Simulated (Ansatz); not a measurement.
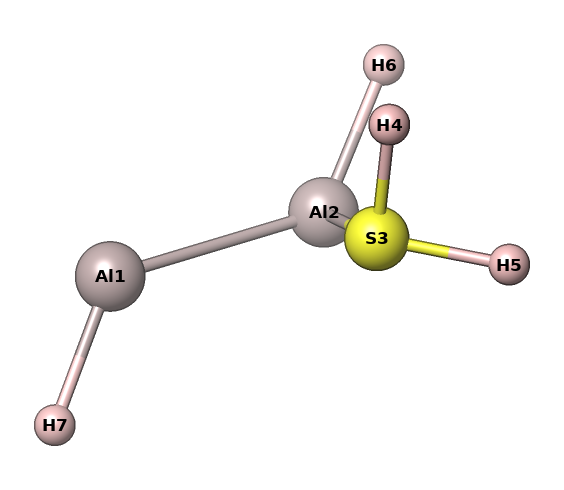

Al2 lies behind S3. The molecule seen a little off the S3–Al2 bond, S3 in front. Atoms fade into the background with distance from the viewer. Computed geometry: PBE0-D4/def2-TZVP optimisation. No frequency run is at hand to confirm it as a minimum.

### What is the torsion angle H4–S3–Al2–Al1? The sign is positive where the front bond must turn clockwise to cover the back bond.

−102°, anticlinal.
